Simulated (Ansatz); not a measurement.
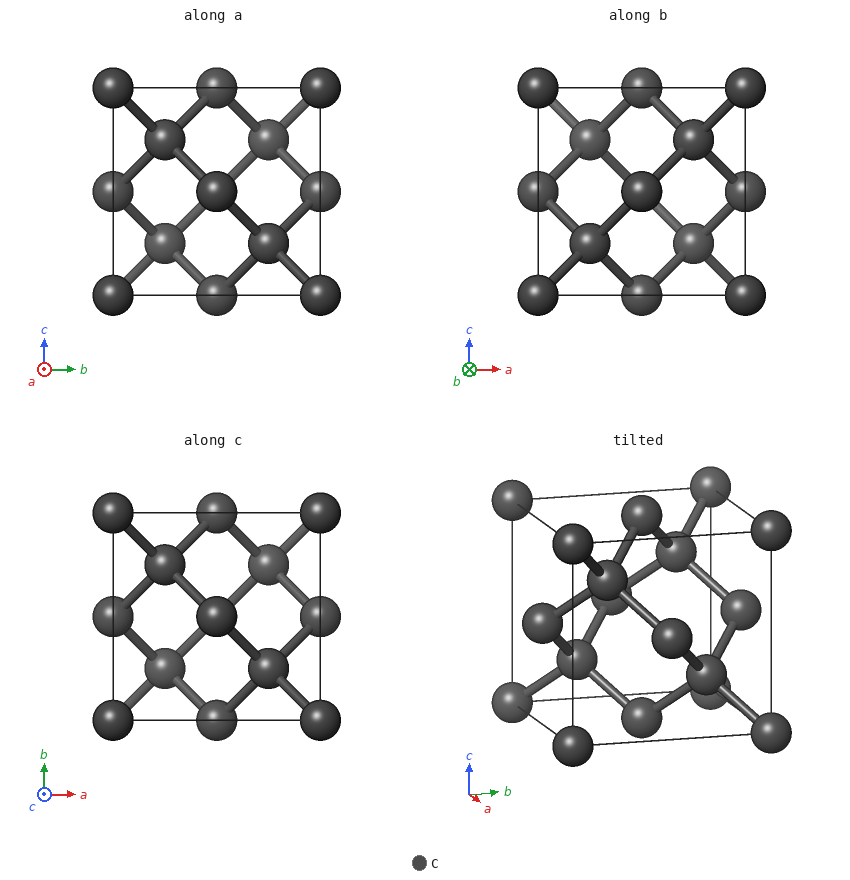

Shown here is a ball-and-stick view of the crystal, taken along the a axis, along the b axis, along the c axis and slightly off an axis. The conventional unit cell is drawn as a box.

Lattice parameters: a = 3.572 Å, b = 3.572 Å, c = 3.572 Å, α = 90.00°, β = 90.00°, γ = 90.00°.

Express the structure as a table of Wyckoff sites.

Space group Fd-3m:1 (No. 227).
```tsv
atom	site	x	y	z
C	8a	0.0000	0.5000	0.5000
```

The cell started as a structure type filled with this element by a generator (whether the element takes this form wasn't checked). What is shown is the relaxed result from Ansatz 0.2.0, DFT, PBE, plane waves, PAW.
